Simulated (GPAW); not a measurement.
# Frequency calculation of KF

- system: KF, SMILES [F][K]
- method: WC/dzp, scalar-relativistic datasets (GPAW 26.7.0)

The geometry was optimised with WC/lcao.

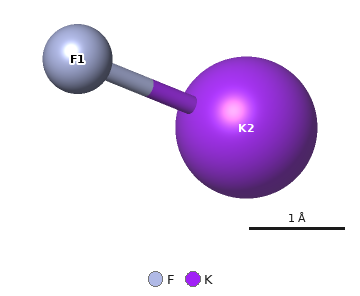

The input geometry (ball-and-stick view, seen at an oblique angle; atoms are numbered from 1 in the order of the input). Sticks mark near contacts. Bond lengths as drawn: F–K 2.26 Å.

## The input (vib.py)
```python
from ase.io import read
from ase.thermochemistry import IdealGasThermo
from ase.vibrations import Infrared
from gpaw import GPAW, setup_paths
from gpaw.atom.configurations import parameters
from gpaw.atom.generator import Generator

molecule = read("relaxed.xyz")

for symbol in ["F", "K"]:
    Generator(symbol, xcname="WC", scalarrel=True, nofiles=True, txt=None).run(**parameters[symbol])
setup_paths.insert(0, ".")

dft = GPAW(mode="lcao",
           basis="dzp",
           h=0.18,
           xc="WC",
           convergence={"density": 1e-05},
           maxiter=100,
           symmetry="off",
           txt="mol.txt")
molecule.calc = dft

energy = molecule.get_potential_energy()
vib = Infrared(molecule, delta=0.02, nfree=4)
vib.run()
vib.summary()
freqs = vib.get_frequencies()
zpe = vib.get_zero_point_energy()
intensities = vib.intensities

thermo = IdealGasThermo(vib_energies=vib.get_energies(), potentialenergy=energy, atoms=molecule, geometry="linear",
                        symmetrynumber=1, spin=0.0, ignore_imag_modes=True)
H = thermo.get_enthalpy(298.15, verbose=False)
S = thermo.get_entropy(298.15, 101325.0, verbose=False)
G = thermo.get_gibbs_energy(temperature=298.15, pressure=101325.0)
```

## File relaxed.xyz
```
2
Lattice="13.171765 0.0 0.0 0.0 11.0 0.0 0.0 0.0 11.0" Properties=species:S:1:pos:R:3:magmoms:R:1:forces:R:3 free_energy=-4.553735219115506 energy=-4.553735219115506 dipole="1.7520854050361145 -6.016048366334884e-14 -3.293786480568349e-12" magmom=0.0 pbc="F F F"
F        5.45517703       5.50000000       5.50000000       0.00000000       0.02451344       0.00000000       0.00000000
K        7.71850903       5.50000000       5.50000000       0.00000000      -0.02706018       0.00000000       0.00000000
```

Launch command:
```bash
python vib.py
```

## The program's output
```
-------------------------------------
 Mode    Frequency        Intensity
  #    meV     cm^-1   (D/Å)^2 amu^-1
-------------------------------------
  0   22.1i    178.1i     0.7286
  1   22.1i    177.9i     0.7280
  2    5.6i     45.4i     0.3562
  3    5.6i     45.2i     0.3561
  4    3.6      29.2      0.0001
  5   49.2     396.7      0.8423
-------------------------------------
Zero-point energy: 0.026 eV
Static dipole moment: 8.416 D
Maximum force on atom in `equilibrium`: 0.0271 eV/Å

Enthalpy components at T = 298.15 K:
===============================
Enthalpy components at T = 298.15 K:
===============================
E_pot                 -4.554 eV
E_ZPE                  0.025 eV
Cv_trans (0->T)        0.039 eV
Cv_rot (0->T)          0.026 eV
Cv_vib (0->T)          0.009 eV
-------------------------------
U                     -4.456 eV
===============================
(C_v -> C_p)           0.026 eV
-------------------------------
H                     -4.431 eV
===============================

Entropy components at T = 298.15 K and P = 101325.0 Pa:
=================================================
{"":15s}{"S":13s}     {"T*S:13s}
S_trans (1 bar)    0.0016533 eV/K        0.493 eV
S_rot              0.0006628 eV/K        0.198 eV
S_elec             0.0000000 eV/K        0.000 eV
S_vib              0.0000423 eV/K        0.013 eV
S (1 bar -> P)    -0.0000011 eV/K       -0.000 eV
-------------------------------------------------
S                  0.0023572 eV/K        0.703 eV
=================================================

Free energy components at T = 298.15 K and P = 101325.0 Pa:
=======================
    H         -4.431 eV
 -T*S         -0.703 eV
-----------------------
    G         -5.134 eV
=======================
```

## Key numbers

| quantity | value |
| --- | --- |
| outcome | converged |
| energy relative to the program's reference atoms | −4.5537 eV |
| basis functions | 32 |
| zero-point energy | 0.000904 hartree |
| wavenumbers, lowest and highest | 397 cm⁻¹ |
| hardware | 1 thread of Arm Neoverse V2, 24 GiB of memory available, shared host |
| wall time | 2.1 min |
| peak memory | 0.66 GiB |

## Notes

Further notes kept with the run: datasets made with stock radii, not tested.
